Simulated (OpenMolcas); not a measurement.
**Single-point calculation of BNH$_{6}$**

System: BNH$_{6}$, SMILES [BH3-][NH3+].
Method: M06-L/cc-pVTZ, RKS (OpenMolcas 26.06).

The geometry comes from this level: PBE0-D4/def2-TZVP.

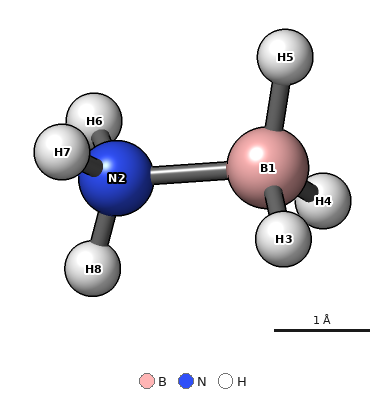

*The structure as given in the input (ball-and-stick view, seen at a tilt; atoms are numbered from 1 in the order of the input).*

Input file
```
&GATEWAY
 BASLIB=$CurrDir
 COORD
 8
 bohr
 B     -0.36150461     0.47394331    -1.46529364
 N      0.39022844    -0.48206913     1.38271261
 H     -0.14777658    -1.37647651    -2.79868439
 H     -2.51824903     1.22775506    -1.29861979
 H      1.14215047     2.12896545    -1.96229161
 H      0.26607344     0.95809115     2.64315993
 H      2.18565724    -1.15518958     1.42731014
 H     -0.78234662    -1.88311208     1.96626003
 BASIS=cc-pVTZ
 GROUP=NoSym

&SEWARD

&SCF
 KSDFT=M06L
 PRORBITALS=0
```

Run on 1 thread of Arm Neoverse V2, 24 GiB of memory available, shared host.

Launched with:
```bash
export MOLCAS_MEM=1860
pymolcas job.inp > job.log
```

What the program printed
```
--- Start Module: gateway ---

                                              &GATEWAY

                       available to each process: 1.9 GB of memory, 1 thread

 Basis Set     1 Label: B.CC-PVTZ
 Basis set is read from library:.
 basistype.tbl is not found

 Basis Set     2 Label: N.CC-PVTZ
 Basis set is read from library:.
 basistype.tbl is not found

 Basis Set     3 Label: H.CC-PVTZ
 Basis set is read from library:.
 basistype.tbl is not found

++    Symmetry information:
      ---------------------

                    Character Table for C1

                             E
                    a        1  x, y, xy, Rz, z, xz, Ry, yz, Rx, I
--

++    Basis set information:
      ----------------------

      Basis set label: B.CC-PVTZ.........

      Electronic valence basis set:
      ------------------
      Associated Effective Charge   5.000000 au
      Associated Actual Charge      5.000000 au
      Nuclear Model: Point charge

      Shell  nPrim  nBasis  Cartesian Spherical Contaminant
         s      10       4        X
         p       5       3        X
         d       2       2                 X
         f       1       1                 X

      Basis set label: N.CC-PVTZ.........

      Electronic valence basis set:
      ------------------
      Associated Effective Charge   7.000000 au
      Associated Actual Charge      7.000000 au
      Nuclear Model: Point charge

      Shell  nPrim  nBasis  Cartesian Spherical Contaminant
         s      10       4        X
         p       5       3        X
         d       2       2                 X
         f       1       1                 X

      Basis set label: H.CC-PVTZ.........

      Electronic valence basis set:
      ------------------
      Associated Effective Charge   1.000000 au
      Associated Actual Charge      1.000000 au
      Nuclear Model: Point charge

      Shell  nPrim  nBasis  Cartesian Spherical Contaminant
         s       5       3        X
         p       2       2        X
         d       1       1                 X
--

++    Molecular structure info:
      -------------------------

                    ************************************************
                    **** Cartesian Coordinates / bohr, angstrom ****
                    ************************************************

     Center  Label                x              y              z                     x              y              z
        1      B1              -0.361505       0.473943      -1.465294             -0.191300       0.250800      -0.775400
        2      N2               0.390228      -0.482069       1.382713              0.206500      -0.255100       0.731700
        3      H3              -0.147777      -1.376477      -2.798684             -0.078200      -0.728400      -1.481000
        4      H4              -2.518249       1.227755      -1.298620             -1.332600       0.649700      -0.687200
        5      H5               1.142150       2.128965      -1.962292              0.604400       1.126600      -1.038400
        6      H6               0.266073       0.958091       2.643160              0.140800       0.507000       1.398700
        7      H7               2.185657      -1.155190       1.427310              1.156600      -0.611300       0.755300
        8      H8              -0.782347      -1.883112       1.966260             -0.414000      -0.996500       1.040500

                    ***************************************
                    *    InterNuclear Distances / bohr    *
                    ***************************************

               1 B1            2 N2            3 H3            4 H4            5 H5            6 H6
    1 B1       0.000000
    2 N2       3.096805        0.000000
    3 H3       2.290778        4.309698        0.000000
    4 H4       2.290755        4.309557        3.827709        0.000000
    5 H5       2.290651        4.309518        3.827739        3.827684        0.000000
    6 H6       4.184214        1.917864        5.935920        4.833508        4.832043        0.000000
    7 H7       4.184407        1.917979        4.832485        5.935980        4.833630        3.103071
    8 H8       4.184301        1.917911        4.833638        4.832214        5.935821        3.103194

               7 H7            8 H8
    7 H7       0.000000
    8 H8       3.103125        0.000000

                    *******************************************
                    *    InterNuclear Distances / angstrom    *
                    *******************************************

               1 B1            2 N2            3 H3            4 H4            5 H5            6 H6
    1 B1       0.000000
    2 N2       1.638759        0.000000
    3 H3       1.212228        2.280594        0.000000
    4 H4       1.212215        2.280519        2.025536        0.000000
    5 H5       1.212161        2.280498        2.025552        2.025523        0.000000
    6 H6       2.214191        1.014890        3.141154        2.557782        2.557007        0.000000
    7 H7       2.214293        1.014951        2.557241        3.141185        2.557847        1.642074
    8 H8       2.214237        1.014915        2.557851        2.557098        3.141101        1.642140

               7 H7            8 H8
    7 H7       0.000000
    8 H8       1.642103        0.000000

                    **************************************
                    *    Valence Bond Angles / degree    *
                    **************************************
                          Atom centers                 Phi
                      3 H3       1 B1       4 H4       113.33
                      3 H3       1 B1       5 H5       113.33
                      4 H4       1 B1       5 H5       113.33
                      6 H6       2 N2       7 H7       107.99
                      6 H6       2 N2       8 H8       108.00
                      7 H7       2 N2       8 H8       107.99
--

            Nuclear Potential Energy             40.75456278 au

--- Stop Module: gateway /rc=_RC_ALL_IS_WELL_ ---

--- Start Module: seward ---

                                              &SEWARD

                       available to each process: 1.9 GB of memory, 1 thread

               SEWARD will generate:
                  Multipole Moment integrals up to order  2
                  Kinetic Energy integrals
                  Nuclear Attraction integrals (point charge)
                  One-Electron Hamiltonian integrals
                  Velocity integrals
                  Orbital angular momentum around (  0.0525  -0.0526   0.1033 )
                  Velocity quadrupole around (  0.0525  -0.0526   0.1033 )
                  Two-Electron Repulsion integrals

                   Integrals are discarded if absolute value <: 1.00E-14
                   Integral cutoff threshold is set to       <: 1.00E-16

            Nuclear Potential Energy             40.75456278 au

      Basis set specifications :
      Symmetry species         a
      Basis functions          144

--- Stop Module: seward /rc=_RC_ALL_IS_WELL_ ---
--- Module seward spent 9 seconds ---

--- Start Module: scf ---

                                                &SCF

                       available to each process: 1.9 GB of memory, 1 thread

 ###############################################################################
 ###     Minimized-density-differences option turned off!                    ###
 ###############################################################################
++    Input section:
      --------------

      Header of the integral files:

      Cartesian coordinates in angstrom:
      -----------------------------------------------------
      No.  Label        X            Y            Z
      -----------------------------------------------------
       1   B1        -0.19130000   0.25080000  -0.77540000
       2   N2         0.20650000  -0.25510000   0.73170000
       3   H3        -0.07820000  -0.72840000  -1.48100000
       4   H4        -1.33260000   0.64970000  -0.68720000
       5   H5         0.60440000   1.12660000  -1.03840000
       6   H6         0.14080000   0.50700000   1.39870000
       7   H7         1.15660000  -0.61130000   0.75530000
       8   H8        -0.41400000  -0.99650000   1.04050000
      -----------------------------------------------------
      Nuclear repulsion energy =   40.75456278
--

++    Orbital specifications:
      -----------------------

      Symmetry species               1
                                     a
      Frozen orbitals                0
      Occupied orbitals              9
      Secondary orbitals           135
      Deleted orbitals               0
      Total number of orbitals     144
      Number of basis functions    144
--

      Molecular charge                           0.000

      Numerical integration parameters
      --------------------------------
      Radial quadrature type:                         MHL
      Size of radial grid:                            75
      Lebedev angular grid:                           29
      Angular grid pruned with the crowding factor:  3.00E+00
                                 and fading factor:  6.00E+00
      Screening threshold for integral computation:   1.00E-11
      Radial quadrature accuracy:                     1.00E-25
      Maximum batch size:                             128
      AO values are stored on disk
      The same grid will be used for all iterations.

      DFT functional specifications
      -----------------------------
      Using Libxc version: 6.2.2
      Please cite the following reference:
      S. Lehtola, C. Steigemann, M. J.T. Oliveira, and M. A.L. Marques.,  SoftwareX 7, 1–5 (2018) doi:10.1016/j.softx.2017.11.002

      * Minnesota M06-L exchange functional
      * Minnesota M06-L correlation functional
        - Y. Zhao and D. G. Truhlar.,  Theor. Chem. Acc. 120, 215 (2008) doi:10.1007/s00214-007-0310-x

++    Optimization specifications:
      ----------------------------

      SCF Algorithm: Conventional
      D(i)-D(i-1) density differences are used
      Number of density matrices in core                 5
      Maximum number of NDDO SCF iterations            400
      Maximum number of HF SCF iterations              400
      Threshold for SCF energy change             1.00E-09
      Threshold for density matrix                1.00E-04
      Threshold for Fock matrix                   1.50E-04
      Threshold for linear dependence             1.00E-09
      Threshold at which DIIS is turned on        1.50E-01
      Maximum depth in the DIIS procedure                5
      Maximum depth in the BFGS Hessian update          30
      Threshold at which QNR/C2DIIS is turned on  7.50E-02
      Threshold for Norm(delta) (QNR/C2DIIS)      1.00E-03
      All orbitals punched on: SCFORB
--

      Input vectors read from INPORB
      Orbital file label: *Guess orbitals

++ Convergence information
                                   M06L       iterations: Energy and convergence statistics

Iter     Tot. M06L       One-elec.       Two-elec.     Energy      Max Dij or  Max Fij      DNorm      TNorm      AccCon     Time
         Energy          Energy          Energy        Change      Delta Norm                                                in Sec.
   1   -82.975021446  -201.647694028    77.918109801   0.00E+00    4.49E-01*   1.99E-01*    6.71E+00   1.13E+02   None         2.
   2   -83.146723815  -207.043807896    83.142521300  -1.72E-01*   2.41E-01*   7.17E-02*    4.50E+00   1.17E+02   EDIIS        2.
   3   -83.078658240  -200.728311397    76.895090377   6.81E-02*   4.81E-02*   3.47E-02*    3.04E+00   1.13E+02   EDIIS        2.
   4   -83.232725154  -204.074285224    80.086997290  -1.54E-01*   2.43E-02*   1.21E-02*    7.43E-01   1.15E+02   c2DIIS       2.
   5   -83.233677297  -204.328909907    80.340669829  -9.52E-04*   5.73E-02*   1.06E-02*    4.98E-01   1.15E+02   QNRc2DIIS    2.
   6   -83.232168645  -204.616970007    80.630238581   1.51E-03*   3.26E-02*   1.53E-02*    4.46E-01   1.15E+02   QNRc2DIIS    2.
   7   -83.235866082  -204.382559053    80.392130190  -3.70E-03*   3.13E-03*   1.21E-03*    2.38E-01   1.15E+02   QNRc2DIIS    2.
   8   -83.235893918  -204.430004860    80.439548162  -2.78E-05*   5.20E-04    1.72E-04*    2.74E-02   1.15E+02   QNRc2DIIS    2.
   9   -83.235894630  -204.424755350    80.434297940  -7.12E-07*   1.11E-04    2.21E-05     4.85E-03   1.15E+02   QNRc2DIIS    2.
  10   -83.235894638  -204.424534834    80.434077415  -8.33E-09*   3.58E-05    1.17E-05     1.94E-03   1.15E+02   QNRc2DIIS    2.
  11   -83.235894641  -204.424622198    80.434164776  -2.77E-09*   3.06E-06    6.65E-07     4.90E-04   1.15E+02   QNRc2DIIS    2.
  12   -83.235894641  -204.424616489    80.434159067  -1.06E-11    9.87E-07    2.55E-07     4.13E-05   1.15E+02   QNRc2DIIS    2.

       Convergence after  12 Iterations
--

 *****************************************************************************************************************************
 *                                             SCF/KS-DFT Program, Final results                                             *
 *                                                       Final Results                                                       *
 *****************************************************************************************************************************

::    Total KS-DFT energy                             -83.2358946411
      One-electron energy                            -204.4246164891
      Two-electron energy                              80.4341590674
      Nuclear repulsion energy                         40.7545627806
      Kinetic energy (interpolated)                    82.7310112626
      Virial theorem                                    1.0061027101
      Total spin, S(S+1)                                0.0000000000
      Total spin, S                                     0.0000000000
      Max non-diagonal density matrix element           0.0000007605
      Max non-diagonal Fock matrix element              0.0000000784

      No orbitals printed

++    Molecular charges:
      ------------------

      Mulliken charges per centre
      ---------------------------

                B1      N2      H3      H4      H5      H6      H7      H8
      Total    5.5216  6.9728  0.9814  0.9813  0.9819  0.8536  0.8537  0.8537

      N-E     -0.5216  0.0272  0.0186  0.0187  0.0181  0.1464  0.1463  0.1463

      Total electronic charge=   18.000000

      Total            charge=   -0.000000
--

++    Molecular properties:
      ---------------------

      Charge (e):
                      =   -0.0000
      Dipole Moment (debye):
      Origin of the operator (angstrom)=    0.0278   -0.0278    0.0546
                   X=  1.3109E+00               Y= -1.6666E+00               Z=  4.9643E+00           Total=  5.3981E+00
      Quadrupole Moment (debye*angstrom):
      Origin of the operator (angstrom)=    0.0278   -0.0278    0.0546
                  XX= -1.5960E+01              XY=  2.1564E-02              XZ= -6.3896E-02              YY= -1.5970E+01
                  YZ=  8.1335E-02              ZZ= -1.6185E+01
      In traceless form (debye*angstrom)
                  XX=  1.1750E-01              XY=  3.2346E-02              XZ= -9.5844E-02              YY=  1.0218E-01
                  YZ=  1.2200E-01              ZZ= -2.1968E-01
--

--- Stop Module: scf /rc=_RC_ALL_IS_WELL_ ---
--- Module scf spent 31 seconds ---

.##################.
.# Happy landing! #.
.##################.

    Timing: Wall=41.07 User=34.62 System=6.44
```

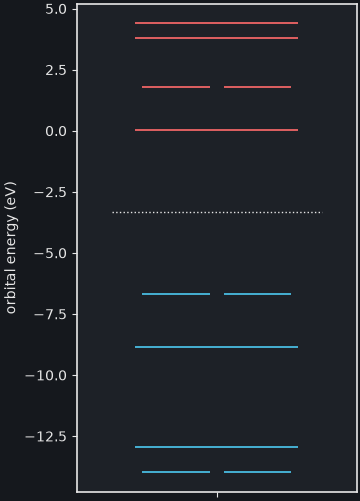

*Orbital energies near the frontier; the dotted line parts filled from empty levels, and levels within 0.02 eV of each other stand side by side.*

Highest filled −6.67 eV, lowest empty 0.05 eV, 6.72 eV apart.

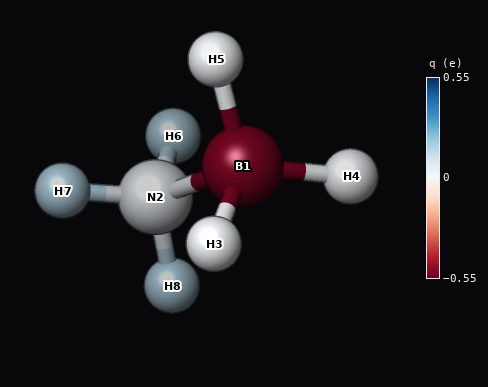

*Mulliken charges, as the colour of each atom (ball-and-stick view, seen at a tilt; atoms are numbered from 1 in the order of the input).*

By element: B −0.52, N +0.03 and H +0.02 to +0.15 e.

Key numbers

```csv
quantity,value
outcome,converged
total energy,−83.235895 hartree
basis functions,144
HOMO,−6.67 eV
LUMO,0.05 eV
dipole moment,5.40 debye
wall time,41 s
peak memory,1.2 GiB
```
